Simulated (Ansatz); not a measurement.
A series of calculations on Si$_{2}$H$_{8}$SO

## 1. Relaxation

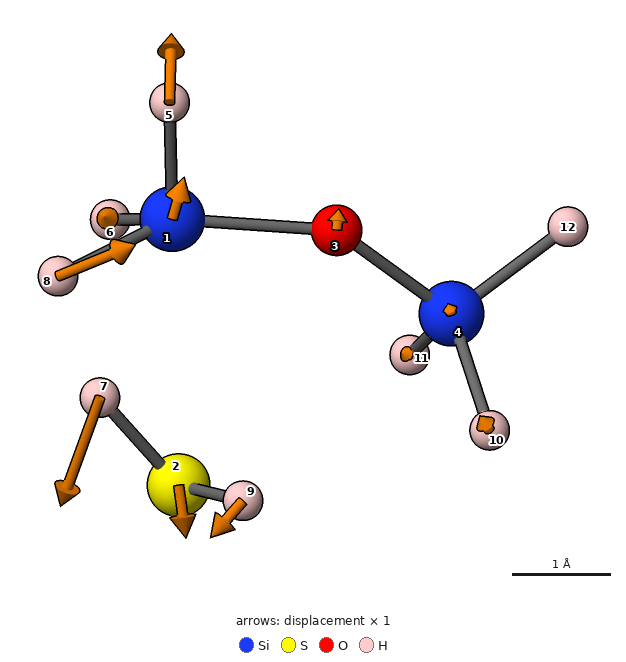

This is a relaxation of Si2H8SO (started from a transition state, displaced along its imaginary mode). The starting structure is drawn; orange arrows show the displacements, at their true length. The two geometries are superimposed by the best rigid fit.

The picture is a ball-and-stick view, seen at a tilt.

Theory: RKS PBE0-D4/def2-TZVP (Ansatz).

Input
```yaml
crystal:
  periodic: [false, false, false]
  atoms:
    - {symbol: Si, position_ang: [0.282477, 0.973715, 1.010247]}
    - {symbol: S, position_ang: [0.592768, -1.728074, 0.845871]}
    - {symbol: O, position_ang: [-0.190169, 0.856294, -0.605588]}
    - {symbol: Si, position_ang: [-1.068191, -0.105583, -1.615544]}
    - {symbol: H, position_ang: [0.917481, 2.292463, 0.902855]}
    - {symbol: H, position_ang: [-0.840066, 0.737323, 1.922510]}
    - {symbol: H, position_ang: [1.273760, -0.739423, 1.521916]}
    - {symbol: H, position_ang: [1.432724, 0.527194, 1.936417]}
    - {symbol: H, position_ang: [1.591378, -1.679673, -0.063714]}
    - {symbol: H, position_ang: [-0.183815, -1.138683, -2.232985]}
    - {symbol: H, position_ang: [-2.204015, -0.756264, -0.917493]}
    - {symbol: H, position_ang: [-1.604433, 0.760612, -2.704591]}
basis:
  gaussian: {orbitals: def2-TZVP}
hamiltonian: {xc: pbe0, dispersion: d4}
relax: {f_tol: 0.005, max_steps: 200}
```

Run as
```bash
ansatz run in.yaml --threads 4 --pin off --events-out ev --progress --plain --max-ram 9574MiB
```

**Atoms of which element are displaced furthest, and by how much?**

Hydrogen: up to 1.33 Å, against 0.57 Å for sulfur.

**What did the optimiser do to the structure, and how much energy did it gain?**

The atom that moves furthest after the best rigid fit is H7 (1.33 Å). Largest moves by element: H 1.33 Å, S 0.57 Å, Si 0.47 Å, O 0.23 Å. Some distances before and after: Si1–H7 2.044 → 3.623 Å, Si1–S2 2.725 → 3.730 Å, Si1–H8 1.543 → 1.486 Å, Si1–O3 1.688 → 1.631 Å. Among the angles between lasting bonds that change: O3–Si1–H8 139.8° → 110.6°, H5–Si1–H8 88.9° → 108.8°, H5–Si1–H6 121.5° → 109.2°. After 23 accepted moves (24 points after the start) the energy has fallen by 134.1 kJ/mol. The largest force component goes from 1.1 to 0.0015 eV/Å. The line search rejected the trial step at point 7 of the run.

## 2. Relaxation

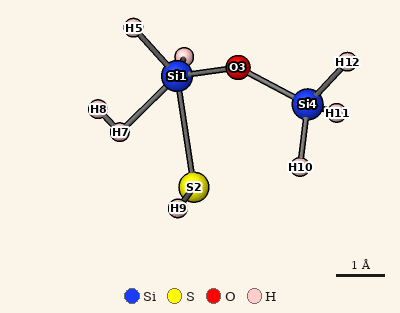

Si2H8SO (started from a transition state, displaced along its imaginary mode), before the relaxation. A ball-and-stick model, seen at a tilt.

The calculation used RKS PBE0-D4/def2-TZVP (Ansatz).

Input file:
```yaml
crystal:
  periodic: [false, false, false]
  atoms:
    - {symbol: Si, position_ang: [0.265759, 0.748972, 0.825579]}
    - {symbol: S, position_ang: [0.524508, -1.647563, 0.780967]}
    - {symbol: O, position_ang: [-0.305677, 0.900927, -0.658825]}
    - {symbol: Si, position_ang: [-1.115857, -0.105527, -1.689927]}
    - {symbol: H, position_ang: [0.974150, 2.081356, 0.936807]}
    - {symbol: H, position_ang: [-0.736464, 0.678007, 1.940409]}
    - {symbol: H, position_ang: [1.306405, -0.248494, 1.865316]}
    - {symbol: H, position_ang: [1.586770, 0.350910, 2.044244]}
    - {symbol: H, position_ang: [1.572681, -1.640516, -0.051713]}
    - {symbol: H, position_ang: [-0.198681, -1.106817, -2.266221]}
    - {symbol: H, position_ang: [-2.227811, -0.789179, -0.982388]}
    - {symbol: H, position_ang: [-1.645881, 0.777823, -2.744349]}
basis:
  gaussian: {orbitals: def2-TZVP}
hamiltonian: {xc: pbe0, dispersion: d4}
relax: {f_tol: 0.005, max_steps: 200}
```

Launched with:
```bash
ansatz run in.yaml --threads 4 --pin off --events-out ev --progress --plain --max-ram 9574MiB
```

Where does the relaxation end?

Answer. H8 moves most after the best rigid fit: 1.75 Å. Largest moves by element: H 1.75 Å, Si 0.53 Å, O 0.43 Å, S 0.34 Å. Among the contacts that change: Si1–H8 1.841 → 3.691 Å, Si1–H7 1.777 → 3.348 Å, S2–H7 1.935 → 3.288 Å, S2–Si4 3.343 → 3.915 Å. Bonds break, among them: Si1–H7 (1.78 → 3.35 Å). Among the angles between lasting bonds that change: S2–Si1–H5 145.7° → 110.5°, S2–Si1–O3 96.6° → 112.6°, S2–Si1–H6 92.2° → 104.2°. The energy falls by 208.8 kJ/mol in 27 geometry steps. Largest force component: 4.1 eV/Å at the start, 0.0039 eV/Å at the end. The forces were under the threshold at step 15, but the run went on from there.

Step by step:

| step | E − E(0), kJ/mol | largest force component, eV/Å |
| --- | --- | --- |
| 0 | 0.00 | 4.0744 |
| 1 | -67.14 | 0.7674 |
| 2 | -110.89 | 1.0484 |
| 3 | -150.90 | 0.7454 |
| 4 | -177.03 | 0.4300 |
| 5 | -191.60 | 0.4235 |
| 6 | -200.26 | 0.1926 |
| 7 | -204.48 | 0.1541 |
| 8 | -206.66 | 0.1804 |
| 9 | -208.11 | 0.0649 |
| 10 | -208.35 | 0.1345 |
| 11 | -208.54 | 0.0807 |
| 12 | -208.61 | 0.0483 |
| 13 | -208.65 | 0.0341 |
| 14 | -208.68 | 0.0063 |
| 15 | -208.69 | 0.0043 |
| 16 | -208.71 | 0.0176 |
| 17 | -208.71 | 0.0191 |
| 18 | -208.72 | 0.0274 |
| 19 | -208.73 | 0.0212 |
| 20 | -208.74 | 0.0112 |
| 21 | -208.74 | 0.0127 |
| 22 | -208.75 | 0.0129 |
| 23 | -208.75 | 0.0081 |
| 24 | -208.75 | 0.0042 |
| 25 | -208.75 | 0.0054 |
| 26 | -208.75 | 0.0108 |
| 27 | -208.75 | 0.0039 |

Final geometry:

```xyz
12

Si    0.2003    0.4433    0.4798
S     0.8433   -1.5795    0.6988
O    -0.5658    0.7068   -0.9356
Si   -1.4993   -0.0625   -2.0469
H     1.3570    1.3637    0.5291
H    -0.7244    0.6558    1.6171
H     1.9481    0.0822    3.3124
H     1.9533    0.7105    3.7165
H     1.8272   -1.4763   -0.2110
H    -0.6875   -1.0516   -2.8001
H    -2.6308   -0.7593   -1.3828
H    -2.0215    0.9667   -2.9773
```

After the run, drawn alike:

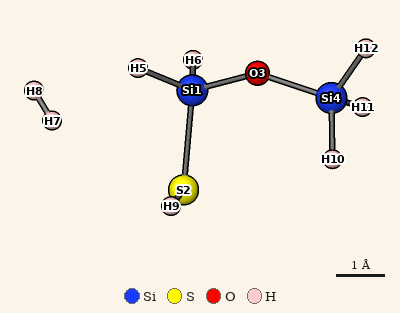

## 3. Reaction

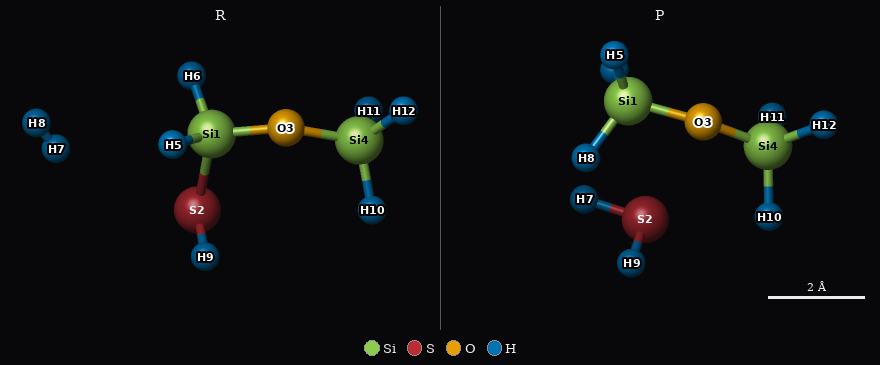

Reactant (R) and product (P) of one elementary step of Si$_{2}$H$_{8}$SO. The picture is a ball-and-stick view, seen at a tilt.

Stationary points at PBE0-D4/def2-TZVP, single-point energies with CCSD(T)/CBS, CAM-B3LYP-D4, r2SCAN-D4, wB97X-V, B2PLYP, RPA@PBE (def2-TZVPP where no basis is named; Ansatz 0.2.0). The energies are electronic, without zero-point or thermal terms, and both ends are the minima reached downhill from the saddle, with any fragments still in contact. CCSD(T)/CBS stands for a frozen-core estimate: MP2 correlation extrapolated from def2-TZVPP and def2-QZVPP, CCSD(T) minus MP2 from the smaller set.

R:
```xyz
12

Si    0.2004    0.4414    0.4814
S     0.8431   -1.5823    0.6926
O    -0.5658    0.7105   -0.9328
Si   -1.4996   -0.0544   -2.0469
H     1.3574    1.3614    0.5341
H    -0.7240    0.6497    1.6198
H     1.9487    0.0692    3.3124
H     1.9540    0.6959    3.7188
H     1.8269   -1.4758   -0.2169
H    -0.6881   -1.0407   -2.8040
H    -2.6311   -0.7536   -1.3852
H    -2.0219    0.9785   -2.9733
```

P:
```xyz
12

Si    0.3001    1.4357    0.8682
S     0.5713   -2.2840    0.7865
O    -0.2508    1.0736   -0.6241
Si   -1.0226    0.0027   -1.5866
H     0.2896    2.9135    1.0099
H    -0.5648    0.8377    1.9189
H     0.9818   -1.9331    2.0148
H     1.6929    0.9481    1.0451
H     1.7837   -2.0623    0.2567
H    -0.0617   -0.9846   -2.1435
H    -2.0891   -0.7113   -0.8392
H    -1.6306    0.7638   -2.7070
```

What is the transition state like, and how high is the barrier?

Answer. Counted by bonded pieces, R holds H₂ + Si₂H₆SO and P holds H₂S + Si₂H₆O. From R over the saddle to P, bonds form: Si1–H8 (3.69 → 1.69 → 1.49 Å), S2–H7 (3.29 → 1.65 → 1.34 Å). Bonds break: Si1–S2 (2.13 → 2.57 → 3.73 Å), H7–H8 (0.75 → 1.00 → 3.12 Å). The saddle has one imaginary mode, 1133i cm⁻¹. With CCSD(T)/CBS the barrier is 57.2 kcal/mol from R and 47.1 kcal/mol from P, and P lies 10.2 kcal/mol above R.

```tsv
level	barrier from R (kcal/mol)	barrier from P (kcal/mol)	P less R (kcal/mol)
CCSD(T)/CBS	57.2	47.1	10.2
CAM-B3LYP-D4	56.9	48.8	8.1
r2SCAN-D4	50.4	39.3	11.1
wB97X-V	57.5	48.4	9.1
B2PLYP	57.3	47.7	9.6
RPA@PBE	57.6	49.5	8.1
```

Against CCSD(T)/CBS, B2PLYP comes closest on the barrier from R (+0.1 kcal/mol) and r2SCAN-D4 misses most (−6.8 kcal/mol).

Saddle geometry:

```xyz
12

Si    0.2741    0.8613    0.9179
S     0.5586   -1.6878    0.8134
O    -0.2479    0.8786   -0.6322
Si   -1.0920   -0.1056   -1.6527
H     0.9458    2.1869    0.9198
H    -0.7883    0.7077    1.9315
H     1.2901   -0.4940    1.6936
H     1.5097    0.4391    1.9903
H     1.5820   -1.6601   -0.0577
H    -0.1912   -1.1227   -2.2496
H    -2.2159   -0.7727   -0.9499
H    -1.6252    0.7692   -2.7245
```

The saddle point in the same view, with dashed sticks for the bonds that form or break:

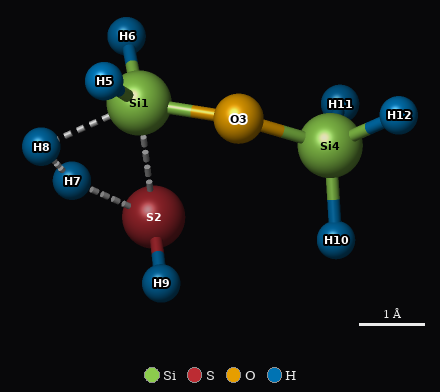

Limits of the set-up: the start holds two separate molecules, 3.1 Å apart at their closest, whose relative position is a soft coordinate.
